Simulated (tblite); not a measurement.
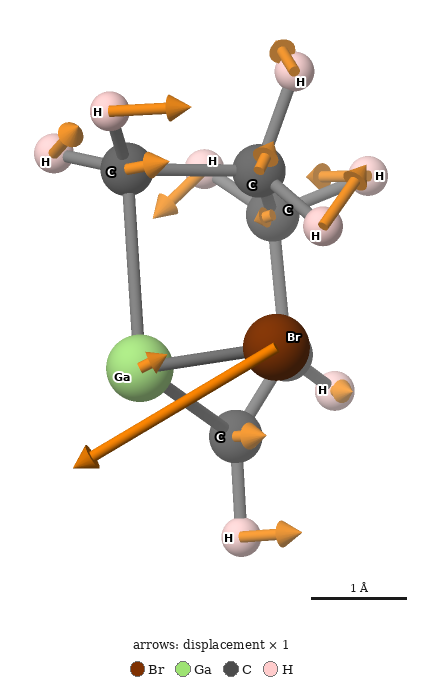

This is a relaxation of C5H8BrGa. The starting structure is drawn; orange arrows show the displacements, at their true length. The two geometries are superimposed by the best rigid fit.

Style: ball-and-stick. Shown from a free direction.

Computed with tblite, GFN2-xTB geometry optimisation, gas phase. 

Question: Atoms of which element are displaced furthest, and by how much?

Answer: Bromine: up to 2.53 Å, against 0.93 Å for hydrogen.

Question: What did the optimiser do to the structure, and how much energy did it gain?

Answer: After 104 geometry steps the energy has fallen by 26.0 kcal/mol. The Br atom moves most after the best rigid fit: 2.53 Å. By element the largest moves are Br 2.53 Å, H 0.93 Å, C 0.53 Å, Ga 0.33 Å. Some distances before and after: Br–Ga 2.611 → 2.305 Å, C–Ga 2.147 → 2.011 Å, C–Ga 2.161 → 2.050 Å, C–C 1.476 → 1.535 Å. Among the angles between lasting bonds that change: Br–Ga–C 98.7° → 128.4°, Ga–C–C 90.8° → 104.0°, Ga–C–H 114.5° → 125.9°. Groups turn about C–C by about 30°, C–C by about 30°.
